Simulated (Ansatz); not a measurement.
```xyz
5

Zn   -0.4882    1.3153    0.7666
Zn    0.5196   -1.1815   -0.9434
O     0.1153    0.4916   -0.6499
F     0.9407   -2.8250   -1.3072
F    -1.0874    2.1996    2.1340
```

Geometry: PBE0-D4/def2-SVP.

Level of theory: RKS PBE0-D4/def2-TZVP in Ansatz 0.2.0.

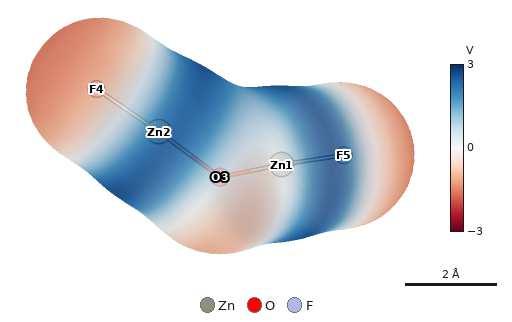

F$_{2}$OZn$_{2}$. The molecular electrostatic potential painted on the density surface at 0.002 e/bohr³, seen at a tilt; the colour scale runs from red (negative) to blue (positive).

**Describe the electrostatic potential map.**

The most negative region (about −1.5 V) lies over F4 and F5, the most positive (about +2.6 V) over Zn1 and Zn2.
